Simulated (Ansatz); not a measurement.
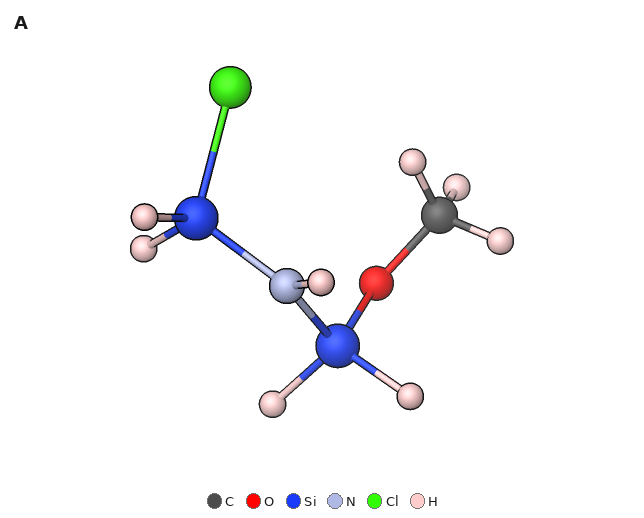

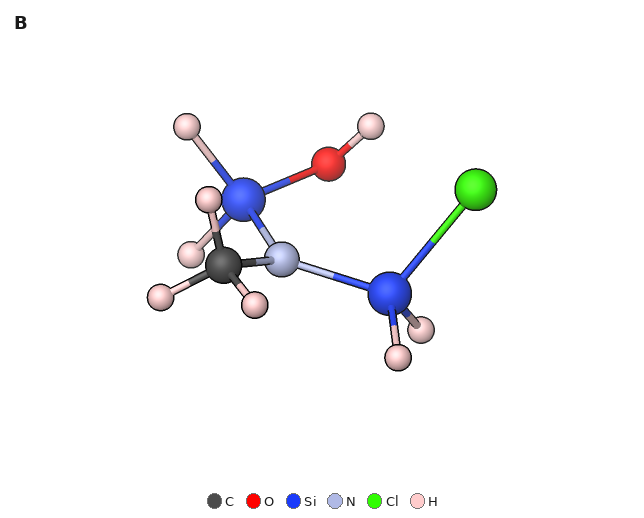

2 stationary structures of one formula. Geometries: PBE0-D4/def2-TZVP. Electronic energies: RHF-MP2 (frozen core)/def2-QZVPP (Ansatz 0.2.0), without zero-point energy. No frequency run is at hand to confirm each as a minimum. Each is one conformer, not always the lowest.

### Rank them by energy, lowest first.

B is lowest; A lies 11.5 kJ/mol above it. A is `CO[SiH2]N[SiH2]Cl`, B is `CN([SiH2]O)[SiH2]Cl`.
